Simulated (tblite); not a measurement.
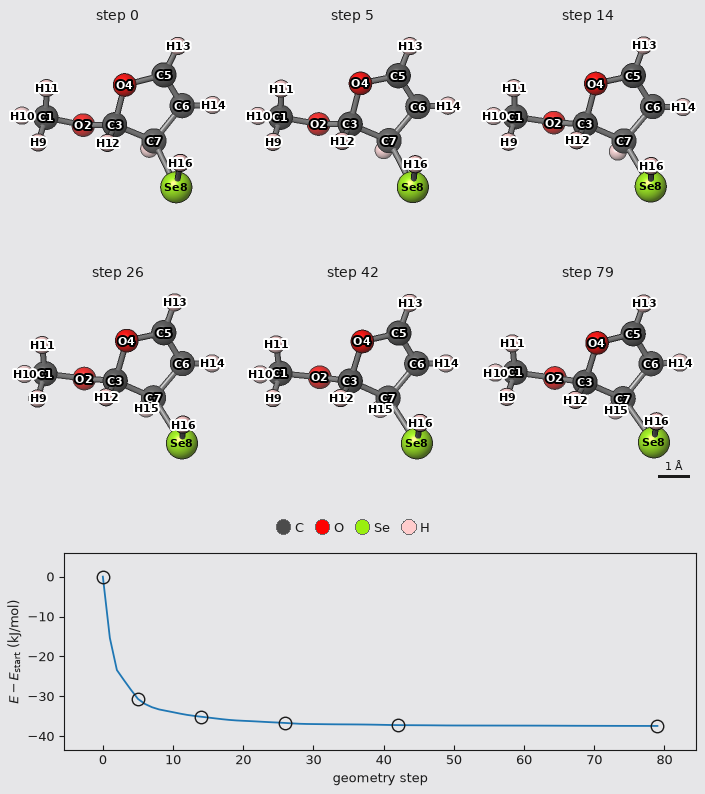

Frames of a relaxation of C5H8O2Se (charge +1, multiplicity 2), marked on the history of the run. The picture is a ball-and-stick view, seen face on.

The calculation used tblite, GFN2-xTB geometry optimisation, gas phase. 

**Describe the path.**

The energy falls by 37.4 kJ/mol in 79 geometry steps. The largest move after the best rigid fit is that of Se8, 0.26 Å. By element the largest moves are Se 0.26 Å, H 0.22 Å, O 0.20 Å, C 0.09 Å. Some distances before and after: Se8–H16 1.547 → 1.460 Å, O4–C5 1.382 → 1.317 Å, C7–Se8 1.951 → 1.998 Å, O2–C3 1.404 → 1.367 Å. Bond angles that change, for instance: O4–C5–H13 124.8° → 116.5°, C1–O2–C3 109.5° → 117.0°, C6–C7–Se8 110.2° → 103.8°. From step 0 to 5: H13 moves most (0.10 Å), energy −30.6 kJ/mol. From step 5 to 14: Se8 moves most (0.11 Å), energy −4.47 kJ/mol. From step 14 to 26: H16 moves most (0.09 Å), energy −1.56 kJ/mol. From step 26 to 42: H16 moves most (0.09 Å), energy −0.54 kJ/mol. From step 42 to 79: Se8 moves most (0.08 Å), energy −0.21 kJ/mol.
